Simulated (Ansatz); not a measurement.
The parent structure is PbF₂ in the fluorite structure (space group Fm-3m, No. 225; a = 6.001 Å).

Modification: a hydrostatic pressure of 30 GPa.

Calculations: Ansatz (a program for electronic structure) PBE, no SOC, earlier PAW set.

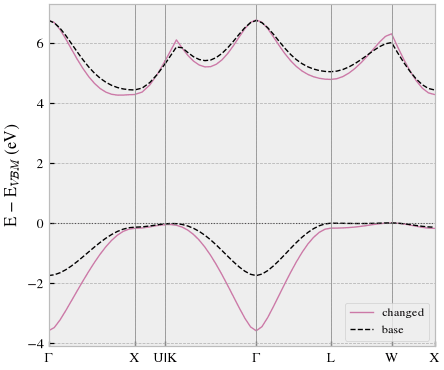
Highest valence and lowest conduction band along the path, each from its own valence-band maximum

Task: Read the changed gap and its character from the plot.

Result: About 4.3 eV, indirect, W → Γ–X (80 % along).

With Pb present, leaving out spin-orbit coupling can change the band edges. Load acts through the strain it causes; cell and atoms are relaxed under it. Whether these cells are dynamically stable was not tested. Competing high-pressure phases were not computed.
